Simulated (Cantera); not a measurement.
Charge: 1 mol CaCl2, 0.19 mol H2, at 0.250 Pa.

Cantera equilibrium calculation (NASA polynomials, part measured and part estimated; ideal gas, pure solids and liquids). Candidate condensed phases: Ca, CaCl2; 9 gas species. Rates play no part.

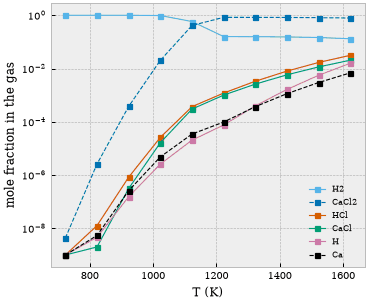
Equilibrium gas composition (values under 1e-9 drawn at 1e-9)

### Question
Read off the mole fractions at 1623 K.

### Answer
CaCl2 about 0.79, H2 about 0.13, HCl about 0.031, CaCl about 0.021, H about 0.016, Ca about 0.0069.
